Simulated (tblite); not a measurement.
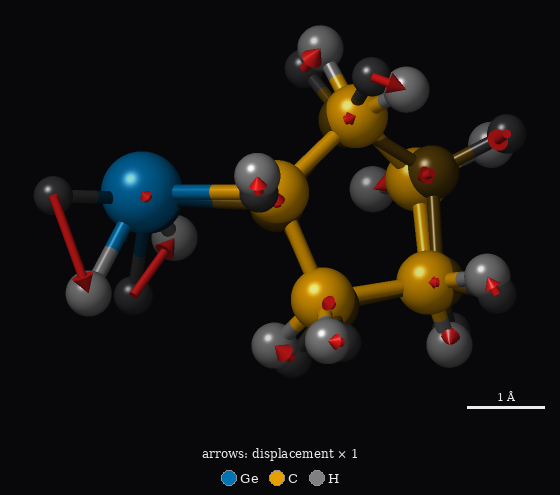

A relaxation of C₅H₁₁Ge (multiplicity 2). The starting structure is drawn faded, the final one solid; red arrows show the displacements, at their true length. The two geometries are superimposed by the best rigid fit.

A ball-and-stick model, seen face on.

The calculation used GFN2-xTB geometry optimisation, gas phase (tblite). 

**What happened in the run?**

An H atom moves most after the best rigid fit: 1.39 Å. Largest moves by element: H 1.39 Å, C 0.30 Å, Ge 0.14 Å. Near-neighbour distances that change, for instance: C–Ge 1.952 → 2.061 Å, C–H 1.129 → 1.092 Å, C–C 1.490 → 1.524 Å, C–C 1.507 → 1.531 Å. Among the angles between lasting bonds that change: H–Ge–H 105.9° → 95.8°, C–Ge–H 111.5° → 101.6°, C–Ge–H 111.7° → 103.4°. Groups turn about C–Ge by about 55°. Over 132 geometry steps the energy falls by 65.6 kJ/mol. Cost: 0.84 s on 1 thread of Arm Neoverse V1, with other jobs on the host.
